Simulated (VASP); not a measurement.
```xyz
2
Lattice="1.3677 -2.3689 0.0000 1.3677 2.3689 0.0000 0.0000 0.0000 4.3897" Properties=species:S:1:pos:R:3 pbc="T T T"
Tc     1.3677     0.7896     1.0974
Tc     1.3677    -0.7896     3.2923
```

All values below come from r2SCAN meta-GGA, VASP's PBE PAW potentials (set 64) (plane waves; VASP 6.6.1). Settings: 520 eV cut-off, 17×17×9 Γ-centred mesh, tetrahedra with Blöchl corrections, potentials Tc_pv.

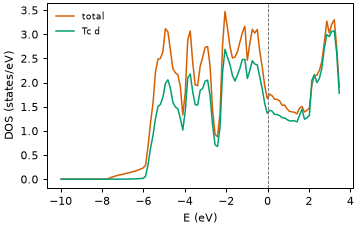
Total and projected density of states, zero at the Fermi level

Within 2 eV below the Fermi level the largest weight inside VASP's projection spheres is Tc d.

It has no gap at this level: it comes out as a metal or semimetal.

The compound is Tc in the hcp structure. It was relaxed first.
